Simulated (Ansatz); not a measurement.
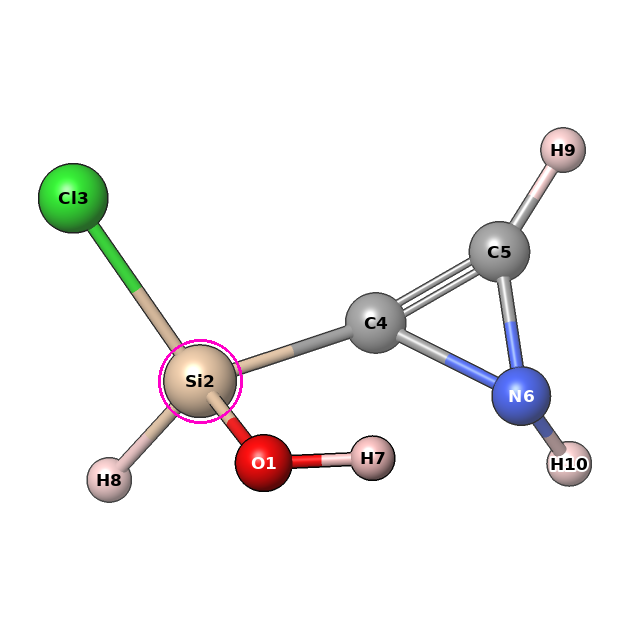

Distant atoms are faded towards the background colour. Circles mark the stereogenic atoms. The computed structure is the end point of a PBE-D4/def2-SVP optimisation. No frequency run is at hand to confirm it as a minimum.

Give the R/S and E/Z labels.

Answer. Si2: S (priorities Cl3 > O1 > C4 > H8).
